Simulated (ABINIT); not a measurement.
# BaZrSe3 (P1): G0W0 in ABINIT against the bands in the self-energy

How does the gap of BaZrSe3 (P1) converge in the bands in the self-energy?

Calculated with ABINIT 10.8.3; PBEsol and many-body steps on it, plane waves.

### Step 1. The structure

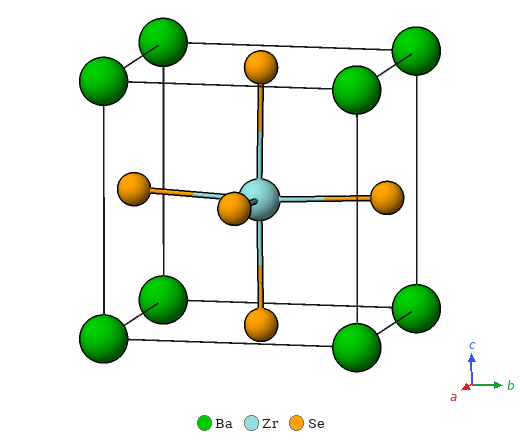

Start, viewed slightly off an axis; barium green, zirconium light teal, selenium orange. Some periodic images of atoms are drawn too.

The cell and positions are those that the Materials Project relaxed with its own functionals (PBE, PBE+U or r2SCAN), kept fixed. Spin-orbit coupling is left out unless a step names it.

### Step 2. Screening, 2×2×2 mesh, 276 bands, screening to 176.9 eV

This step: ABINIT 10.8.3; RPA screening on PBEsol, plane waves, norm-conserving pseudopotentials.

The RPA dielectric matrix is built and inverted for each q.

run.abi reads:

```
acell 3*1.0 Angstrom
rprim 
  5.287383000000 -0.000000000000 -0.000000000000
  0.003576000000 5.296392000000 -0.000000000000
  0.007950000000 0.010054000000 5.309462000000
ntypat 3
znucl 56 40 34
natom 5
typat 1 2 3 3 3
xred 
  0.998643000000 0.998478000000 0.998673000000
  0.476578000000 0.490069000000 0.476727000000
  0.488317000000 0.998506000000 0.502693000000
  0.983845000000 0.511636000000 0.518540000000
  0.492614000000 0.501310000000 0.993370000000
pp_dirpath "pseudos"
pseudos "Ba.upf, Zr.upf, Se.upf"
ecut 39
ngkpt 2 2 2
nshiftk 1
shiftk 0 0 0
kptopt 1
chksymbreak 0
istwfk *1
occopt 1
irdwfk 1
optdriver 3
nband 276
ecuteps 6.5
inclvkb 2
awtr 1
symchi 1
indata_prefix "in"
outdata_prefix "out"
tmpdata_prefix "tmp"
```

Started as:

```bash
> OMP_NUM_THREADS=1 mpirun -n 8 abinit run.abi > log
```

The program printed:

```text
.Version 10.8.3 of ABINIT. v10.8.2 released Aug 2026.

 Symmetries : space group P1 (#  1); Bravais aP (primitive triclinic)
[... echo of the input left out ...]
== DATASET  1 ==================================================================
-   mpi_nproc: 8, omp_nthreads: 1 (-1 if OMP is not activated)

--- !DatasetInfo
iteration_state: {dtset: 1, }
dimensions: {natom: 5, nkpt: 8, mband: 276, nsppol: 1, nspinor: 1, nspden: 1, mpw: 11685, }
cutoff_energies: {ecut:  39.0, pawecutdg:  -1.0, }
electrons: {nelect:   7.00000000E+01, charge:   0.00000000E+00, occopt:   1.00000000E+00, tsmear:   1.00000000E-02, }

 SCREENING: Calculation of the susceptibility and dielectric matrices

 Based on a program developped by R.W. Godby, V. Olevano, G. Onida, and L. Reining.
 Incorporated in ABINIT by V. Olevano, G.-M. Rignanese, and M. Torrent.
.Using double precision arithmetic ; gwpc =  8

[... cell and pseudopotentials left out ...]
--------------------------------------------------------------------------------

 ==== K-mesh for the wavefunctions ====
 Number of points in the irreducible wedge :     8
[... list of points left out ...]
 Together with  1 symmetry operations and time-reversal symmetry
 yields     8 points in the full Brillouin Zone.

 ==== Q-mesh for the screening function ====
 Number of points in the irreducible wedge :     8
[... list of points left out ...]
 Together with  1 symmetry operations and time-reversal symmetry
 yields     8 points in the full Brillouin Zone.

 setmesh: FFT mesh size selected  =    40x   40x   40
          total number of points  =        64000

 vcoul_init : cutoff-mode = AUXILIARY_FUNCTION
 q-points for optical limit:   1
     1)      0.000010    0.000020    0.000030

- screening: taking advantage of time-reversal symmetry
- Maximum band index for partially occupied states nbvw = 35
- Remaining bands to be divided among processors   nbcw = 241
- Number of bands treated by each node ~30

 Number of electrons calculated from density =   70.0000; Expected =   70.0000
 average of density, n =  0.069764
 r_s =    1.5069
 omega_plasma =   25.4783 [eV]

 calculating chi0 at frequencies [eV] :
  1    0.000000E+00    0.000000E+00
  2    0.000000E+00    2.547831E+01

--------------------------------------------------------------------------------
  q-point number  1        q = ( 0.000000, 0.000000, 0.000000) [r.l.u.]
--------------------------------------------------------------------------------
[... chi0 elements left out ...]
 For q-point:  0.000010 0.000020 0.000030
  dielectric constant =  24.4728
  dielectric constant without local fields =  31.1039

  Average fulfillment of the sum rule on Im[epsilon] for q-point    1 :     65.79  [%]
[... wings left out ...]
  q-point number  2        q = ( 0.500000, 0.000000, 0.000000) [r.l.u.]
--------------------------------------------------------------------------------
[... chi0 elements left out ...]
  Average fulfillment of the sum rule on Im[epsilon] for q-point    2 :     69.76  [%]

 [... 6 further q-points ...]
```

Elapsed: 3.1 min, on 8 MPI ranks of Arm Neoverse V2, shared host; peak memory 5.9 GiB.

Numbers from this step:

```yaml
eps_infinity_with_local_fields_on_this_mesh_along_the_program_s_q_direction: 24.47
the_same_without_local_fields: 31.10
plasma_frequency: 25.48 eV
plane_waves_in_the_screening_matrix: 773
```

Local fields lower ε∞ by 21 %. On a Γ-centred mesh this coarse the value itself is usually too large, while a short band sum pulls it down.

### Step 3. 43 bands

This step: G0W0 on PBEsol, plane waves, norm-conserving pseudopotentials.

Edit run.abi of step 2 so:

```diff
@@ -26,8 +26,17 @@
 irdwfk 1
-optdriver 3
-nband 276
+optdriver 4
+nband 43
+gwcalctyp 0
+ecutsigx 39
+symsigma 1
+nkptgw 2
+kptgw 
+  0.5000000000 0.5000000000 0.5000000000
+  0.0000000000 0.0000000000 0.0000000000
+bdgw 
+  34 37
+  34 37
 ecuteps 6.5
-inclvkb 2
-awtr 1
-symchi 1
+irdscr 1
+ppmodel 1
 indata_prefix "in"
```

The program printed:

```text
.Version 10.8.3 of ABINIT. v10.8.2 released Aug 2026.

 Symmetries : space group P1 (#  1); Bravais aP (primitive triclinic)
[... echo of the input left out ...]
== DATASET  1 ==================================================================
-   mpi_nproc: 8, omp_nthreads: 1 (-1 if OMP is not activated)

--- !DatasetInfo
iteration_state: {dtset: 1, }
dimensions: {natom: 5, nkpt: 8, mband: 43, nsppol: 1, nspinor: 1, nspden: 1, mpw: 11685, }
cutoff_energies: {ecut:  39.0, pawecutdg:  -1.0, }
electrons: {nelect:   7.00000000E+01, charge:   0.00000000E+00, occopt:   1.00000000E+00, tsmear:   1.00000000E-02, }

 SIGMA: Calculation of the GW corrections

 Based on a program developped by R.W. Godby, V. Olevano, G. Onida, and L. Reining.
 Incorporated in ABINIT by V. Olevano, G.-M. Rignanese, and M. Torrent.
.Using double precision arithmetic ; gwpc =  8

[... cell and pseudopotentials left out ...]
--------------------------------------------------------------------------------

 ==== K-mesh for the wavefunctions ====
 Number of points in the irreducible wedge :     8
[... list of points left out ...]
 Together with  1 symmetry operations and time-reversal symmetry
 yields     8 points in the full Brillouin Zone.

 ==== Q-mesh for screening function ====
 Number of points in the irreducible wedge :     8
[... list of points left out ...]
 Together with  1 symmetry operations and time-reversal symmetry
 yields     8 points in the full Brillouin Zone.

 vcoul_init : cutoff-mode = AUXILIARY_FUNCTION
 q-points for optical limit:   1
     1)      0.000010    0.000020    0.000030
 setmesh: FFT mesh size selected  =    60x   60x   60
          total number of points  =       216000

 Number of electrons calculated from density =   70.0000; Expected =   70.0000
 average of density, n =  0.069764
 r_s =    1.5069
 omega_plasma =   25.4783 [eV]

 === KS Band Gaps ===
  >>>> For spin  1
   Minimum direct gap =   0.6981 [eV], located at k-point      :   0.0000  0.0000  0.0000
   Fundamental gap    =   0.1572 [eV], Top of valence bands at :   0.5000  0.5000  0.5000
                                       Bottom of conduction at :   0.0000  0.0000  0.0000
 SIGMA fundamental parameters:
 PLASMON POLE MODEL  1
 number of plane-waves for SigmaX                11685
 number of plane-waves for SigmaC and W            773
 number of plane-waves for wavefunctions         11685
 number of bands                                    43
 number of independent spin polarizations            1
 number of spinorial components                      1
 number of k-points in IBZ                           8
 number of q-points in IBZ                           8
 number of symmetry operations                       1
 number of k-points in BZ                            8
 number of q-points in BZ                            8
 number of frequencies for dSigma/dE                 9
 frequency step for dSigma/dE [eV]                0.25
 number of omega for Sigma on real axis              0
 max omega for Sigma on real axis  [eV]           0.00
 zcut for avoiding poles [eV]                     0.10

 EPSILON^-1 parameters (SCR file):
 dimension of the eps^-1 matrix on file            773
 dimension of the eps^-1 matrix used               773
 number of plane-waves for wavefunctions         11685
 number of bands                                   276
 number of q-points in IBZ                           8
 number of frequencies                               2
 number of real frequencies                          1
 number of imag frequencies                          1

 matrix elements of self-energy operator (all in [eV])

 Perturbative Calculation

--- !SelfEnergy_ee
iteration_state: {dtset: 1, }
kpoint     : [   0.500,    0.500,    0.500, ]
spin       : 1
KS_gap     :    2.344
QP_gap     :    3.804
Delta_QP_KS:    1.460
data: !SigmaeeData |
     Band     E0 <VxcDFT>   SigX SigC(E0)      Z dSigC/dE  Sig(E)    E-E0       E
       34   4.975 -13.664 -16.877   4.247   0.812  -0.231 -12.824   0.840   5.815
       35   5.008 -13.676 -16.904   4.239   0.811  -0.232 -12.856   0.821   5.829
       36   7.352 -12.842  -7.353  -2.669   0.809  -0.236 -10.561   2.281   9.633
       37   7.542 -13.631  -7.813  -2.949   0.798  -0.253 -11.341   2.290   9.832

--- !SelfEnergy_ee
iteration_state: {dtset: 1, }
kpoint     : [   0.000,    0.000,    0.000, ]
spin       : 1
KS_gap     :    0.698
QP_gap     :    1.892
Delta_QP_KS:    1.194
data: !SigmaeeData |
     Band     E0 <VxcDFT>   SigX SigC(E0)      Z dSigC/dE  Sig(E)    E-E0       E
       34   4.399 -13.893 -16.864   4.145   0.812  -0.231 -12.940   0.954   5.352
       35   4.467 -14.053 -17.267   4.335   0.814  -0.229 -13.141   0.912   5.380
       36   5.166 -12.570  -7.747  -2.229   0.812  -0.232 -10.464   2.106   7.272
       37   5.296 -12.656  -8.190  -1.945   0.814  -0.229 -10.605   2.051   7.347

== END DATASET(S) ==============================================================
================================================================================

 -outvars: echo values of variables after computation  --------
           etotal      0.0000000000E+00
            nband          43
             nkpt           8
          spgroup           1
 [... the other variables as echoed above ...]

 Calculation completed.
```

The job ended after 14 s (8 MPI ranks; peak memory 4 GiB).

Numbers from this step:

| Item | Value |
| --- | --- |
| G0W0 gap on the points computed | 1.443 eV |
| starting gap on the mesh | 0.1573 eV |
| k of the valence top | 0.5, 0.5, 0.5 |
| k of the conduction bottom | 0, 0, 0 |
| Z at the valence top | 0.811 |
| Z at the conduction bottom | 0.812 |
| least direct G0W0 gap on the computed points | 1.892 eV |

### Step 4. 56 bands

Edit run.abi of step 3 so:

```diff
@@ -27,3 +27,3 @@
 optdriver 4
-nband 43
+nband 56
 gwcalctyp 0
```

The program printed:

```text
.Version 10.8.3 of ABINIT. v10.8.2 released Aug 2026.

 Symmetries : space group P1 (#  1); Bravais aP (primitive triclinic)
[... echo of the input left out ...]
== DATASET  1 ==================================================================
-   mpi_nproc: 8, omp_nthreads: 1 (-1 if OMP is not activated)

--- !DatasetInfo
iteration_state: {dtset: 1, }
dimensions: {natom: 5, nkpt: 8, mband: 56, nsppol: 1, nspinor: 1, nspden: 1, mpw: 11685, }
cutoff_energies: {ecut:  39.0, pawecutdg:  -1.0, }
electrons: {nelect:   7.00000000E+01, charge:   0.00000000E+00, occopt:   1.00000000E+00, tsmear:   1.00000000E-02, }

 SIGMA: Calculation of the GW corrections

 Based on a program developped by R.W. Godby, V. Olevano, G. Onida, and L. Reining.
 Incorporated in ABINIT by V. Olevano, G.-M. Rignanese, and M. Torrent.
.Using double precision arithmetic ; gwpc =  8

[... cell and pseudopotentials left out ...]
--------------------------------------------------------------------------------

 ==== K-mesh for the wavefunctions ====
 Number of points in the irreducible wedge :     8
[... list of points left out ...]
 Together with  1 symmetry operations and time-reversal symmetry
 yields     8 points in the full Brillouin Zone.

 ==== Q-mesh for screening function ====
 Number of points in the irreducible wedge :     8
[... list of points left out ...]
 Together with  1 symmetry operations and time-reversal symmetry
 yields     8 points in the full Brillouin Zone.

 vcoul_init : cutoff-mode = AUXILIARY_FUNCTION
 q-points for optical limit:   1
     1)      0.000010    0.000020    0.000030
 setmesh: FFT mesh size selected  =    60x   60x   60
          total number of points  =       216000

 Number of electrons calculated from density =   70.0000; Expected =   70.0000
[...]
number of omega for Sigma on real axis              0
 max omega for Sigma on real axis  [eV]           0.00
 zcut for avoiding poles [eV]                     0.10

 EPSILON^-1 parameters (SCR file):
 dimension of the eps^-1 matrix on file            773
 dimension of the eps^-1 matrix used               773
 number of plane-waves for wavefunctions         11685
 number of bands                                   276
 number of q-points in IBZ                           8
 number of frequencies                               2
 number of real frequencies                          1
 number of imag frequencies                          1

 matrix elements of self-energy operator (all in [eV])

 Perturbative Calculation

--- !SelfEnergy_ee
iteration_state: {dtset: 1, }
kpoint     : [   0.500,    0.500,    0.500, ]
spin       : 1
KS_gap     :    2.344
QP_gap     :    3.664
Delta_QP_KS:    1.321
data: !SigmaeeData |
     Band     E0 <VxcDFT>   SigX SigC(E0)      Z dSigC/dE  Sig(E)    E-E0       E
       34   4.975 -13.664 -16.877   3.690   0.800  -0.250 -13.283   0.382   5.357
       35   5.008 -13.676 -16.904   3.706   0.800  -0.250 -13.294   0.383   5.391
       36   7.352 -12.842  -7.353  -3.339   0.793  -0.262 -11.138   1.704   9.055
[...]
--- !SelfEnergy_ee
iteration_state: {dtset: 1, }
kpoint     : [   0.000,    0.000,    0.000, ]
spin       : 1
KS_gap     :    0.698
QP_gap     :    1.900
Delta_QP_KS:    1.202
data: !SigmaeeData |
     Band     E0 <VxcDFT>   SigX SigC(E0)      Z dSigC/dE  Sig(E)    E-E0       E
[...]
36   5.166 -12.570  -7.747  -2.808   0.799  -0.252 -10.960   1.610   6.775
       37   5.296 -12.656  -8.190  -2.541   0.800  -0.250 -11.116   1.541   6.836

== END DATASET(S) ==============================================================
================================================================================

 -outvars: echo values of variables after computation  --------
           etotal      0.0000000000E+00
            nband          56
             nkpt           8
          spgroup           1
 [... the other variables as echoed above ...]

 Calculation completed.
```

Wall time 15 s (8 MPI ranks); peak memory 4 GiB; 2 min of CPU time.

This step gave:

```
G0W0 gap on the points computed              : 1.384 eV
starting gap on the mesh                     : 0.1573 eV
k of the valence top                         : 0.5, 0.5, 0.5
k of the conduction bottom                   : 0, 0, 0
Z at the valence top                         : 0.8
Z at the conduction bottom                   : 0.799
least direct G0W0 gap on the computed points : 1.900 eV
```

### Step 5. 96 bands

The self-energy is evaluated for the states that the input lists, and the levels follow from it, in one-shot runs by the linearised quasiparticle equation.

Edit run.abi of step 4 so:

```diff
@@ -27,3 +27,3 @@
 optdriver 4
-nband 56
+nband 96
 gwcalctyp 0
```

The program printed:

```text
.Version 10.8.3 of ABINIT. v10.8.2 released Aug 2026.

 Symmetries : space group P1 (#  1); Bravais aP (primitive triclinic)
[... echo of the input left out ...]
== DATASET  1 ==================================================================
-   mpi_nproc: 8, omp_nthreads: 1 (-1 if OMP is not activated)

--- !DatasetInfo
iteration_state: {dtset: 1, }
dimensions: {natom: 5, nkpt: 8, mband: 96, nsppol: 1, nspinor: 1, nspden: 1, mpw: 11685, }
cutoff_energies: {ecut:  39.0, pawecutdg:  -1.0, }
[...]
Band     E0 <VxcDFT>   SigX SigC(E0)      Z dSigC/dE  Sig(E)    E-E0       E
[...]
36   5.166 -12.570  -7.747  -3.467   0.788  -0.268 -11.501   1.069   6.235
       37   5.296 -12.656  -8.190  -3.235   0.789  -0.267 -11.684   0.972   6.268

== END DATASET(S) ==============================================================
================================================================================

 -outvars: echo values of variables after computation  --------
           etotal      0.0000000000E+00
            nband          96
             nkpt           8
          spgroup           1
 [... the other variables as echoed above ...]

 Calculation completed.
```

It took 22 s on 8 MPI ranks; peak memory 4.1 GiB.

This step gave:

* G0W0 gap on the points computed: 1.570 eV
* starting gap on the mesh: 0.1573 eV
* k of the valence top: 0.5, 0.5, 0.5
* k of the conduction bottom: 0, 0, 0
* least direct G0W0 gap on the computed points: 2.044 eV

The gap on the mesh goes from 0.16 eV to 1.57 eV, a correction of +1.41 eV.

(Part 1 of 2 ends here.)

[Paths, hosts, dates, memory and timing lines, banners, echoed tables and standing remarks are left out of the program output.]

[Logs are printed without paths, hosts, clocks, repeated set-up lines and the standing remarks that a program may print on its own settings, such as how far it seeks lower states.]

[Runs of the session that timed out or met a known fault of the program may be left out.]

[Hosts, paths, dates, database ids (printed as entryN), source tags and the programs' standing remarks are cut or masked in the printed files.]

[G0W0 gaps are taken among the corrected bands and points alone; a level outside them can change the order at an edge.]

[Where Ansatz stands beside ABINIT at settings called matched, ABINIT's density can come from a denser mesh and the files from another edition; pairs whose starting gaps differed by over 0.03 eV were left out, so agreement reads better than it is.]
